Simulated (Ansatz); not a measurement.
Ga9H26N10 (Ga9N10 wurtzite ring sphere) (charge +1)

Input

```
crystal:
  periodic: [false, false, false]
  atoms:
    - {symbol: N, position_ang: [0.459153, -3.342704, -0.296085]}
    - {symbol: Ga, position_ang: [0.550192, -3.487656, 1.774512]}
    - {symbol: N, position_ang: [0.517566, -1.461345, -2.897235]}
    - {symbol: Ga, position_ang: [-1.177057, -0.679558, -3.706621]}
    - {symbol: Ga, position_ang: [0.557363, -1.511354, -0.928595]}
    - {symbol: N, position_ang: [-0.991610, -0.571757, -0.265072]}
    - {symbol: N, position_ang: [0.560324, -1.524642, 2.231429]}
    - {symbol: Ga, position_ang: [-1.126326, -0.649375, 1.739413]}
    - {symbol: N, position_ang: [-1.005927, 1.179044, -2.897629]}
    - {symbol: Ga, position_ang: [-1.028731, 1.239350, -0.929052]}
    - {symbol: N, position_ang: [-2.662576, 2.072728, -0.296800]}
    - {symbol: N, position_ang: [-1.039247, 1.248955, 2.231070]}
    - {symbol: Ga, position_ang: [-2.743678, 2.222678, 1.773853]}
    - {symbol: N, position_ang: [2.092979, -0.586355, -0.260883]}
    - {symbol: Ga, position_ang: [2.245440, -0.700706, 1.707389]}
    - {symbol: Ga, position_ang: [2.220323, 1.280074, -0.995291]}
    - {symbol: N, position_ang: [0.541033, 2.105036, -0.261341]}
    - {symbol: N, position_ang: [2.086606, 1.203724, 2.293173]}
    - {symbol: Ga, position_ang: [0.517877, 2.294783, 1.706851]}
    - {symbol: H, position_ang: [-0.401549, -3.809270, -0.597848]}
    - {symbol: H, position_ang: [1.220219, -3.924050, -0.659460]}
    - {symbol: H, position_ang: [-0.820226, -4.106039, 2.185964]}
    - {symbol: H, position_ang: [1.978569, -4.065086, 2.032625]}
    - {symbol: H, position_ang: [0.644750, -2.395581, -3.299178]}
    - {symbol: H, position_ang: [1.315976, -0.913987, -3.241163]}
    - {symbol: H, position_ang: [-2.363212, -1.364025, -2.942961]}
    - {symbol: H, position_ang: [-0.981638, -0.566985, -5.244760]}
    - {symbol: H, position_ang: [-1.825101, -1.052386, -0.624677]}
    - {symbol: H, position_ang: [0.558135, -1.563345, 3.259858]}
    - {symbol: H, position_ang: [-2.415059, -1.392658, 2.190562]}
    - {symbol: H, position_ang: [-1.751625, 1.756204, -3.299353]}
    - {symbol: H, position_ang: [-0.132923, 1.596668, -3.242236]}
    - {symbol: H, position_ang: [-3.497898, 1.562554, -0.599302]}
    - {symbol: H, position_ang: [-2.783294, 3.022962, -0.659728]}
    - {symbol: H, position_ang: [-1.073808, 1.266720, 3.259495]}
    - {symbol: H, position_ang: [-3.964954, 1.345037, 2.183747]}
    - {symbol: H, position_ang: [-2.529320, 3.748102, 2.033481]}
    - {symbol: H, position_ang: [2.940755, -1.042050, -0.620512]}
    - {symbol: H, position_ang: [3.571582, -1.339454, 2.206325]}
    - {symbol: H, position_ang: [1.998332, 1.151690, -2.562572]}
    - {symbol: H, position_ang: [3.469182, 2.000270, -0.390037]}
    - {symbol: H, position_ang: [0.571433, 3.066924, -0.621278]}
    - {symbol: H, position_ang: [2.127985, 1.227740, 3.318048]}
    - {symbol: H, position_ang: [2.941074, 1.696417, 2.006488]}
    - {symbol: H, position_ang: [0.628910, 3.762699, 2.205391]}
basis:
  gaussian: {orbitals: def2-TZVP, fitting: {mean_field: def2-universal-jkfit}, initial_orbitals: start.molden}
total_charge: 1
hamiltonian: {xc: pbe0, dispersion: d4}
scf: {omitted_lower_state_checks: [starts]}
output: {forces: true, orbitals: {seedname: orbitals}}
```

Command:

```sh
ansatz run in.yaml --threads 5 --pin off --events-out ev --progress --plain --max-ram 66560MiB --backend cuda --devices 0, --max-vram 37GiB
```

Geometry: r2SCAN-D4/def2-SVP.

The calculation used RKS PBE0-D4/def2-TZVP (Ansatz).

Question: What can the converged electron density and electron localisation function tell about the bonding?

Answer: Ga–N (1.94 Å): ρ at the midpoint is about 0.74 e/Å³; the ELF peaks at about 0.90 in the valence shell of N, 0.7 Å from its nucleus, and is about 0.35 at the midpoint.
N–H (1.02 Å): the density is about 2.8 e/Å³ at the midpoint; the ELF climbs to about 1 towards the hydrogen, as it does in any bond to H; a covalent bond by its length.
Ga–N (1.97 Å): ρ at the midpoint is about 0.69 e/Å³; the ELF peaks at about 0.90 in the valence shell of N, 0.7 Å from its nucleus, and is about 0.35 at the midpoint.
Ga–N (2.02 Å): ρ at the midpoint is about 0.62 e/Å³; the ELF peaks at about 0.90 in the valence shell of N, 0.7 Å from its nucleus, and is about 0.40 at the midpoint.

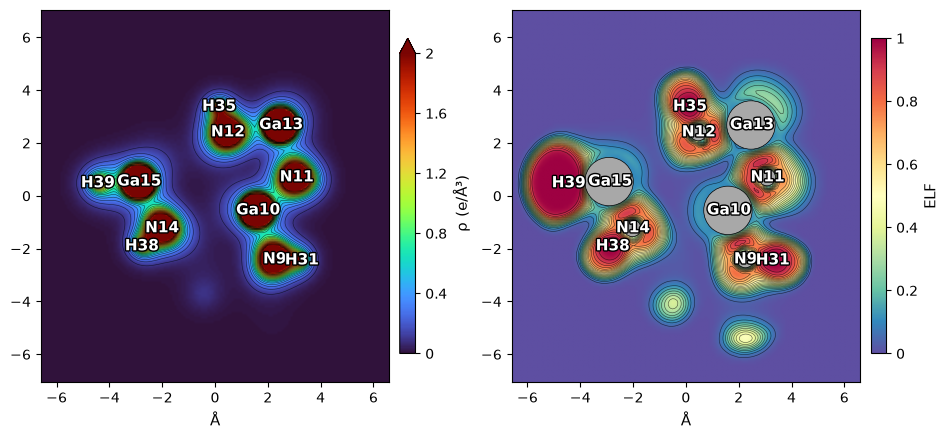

Computed electron density and electron localisation function on the plane of atoms Ga13, N12 and H35, in this order. Grey discs cover the atomic cores in the ELF map. 
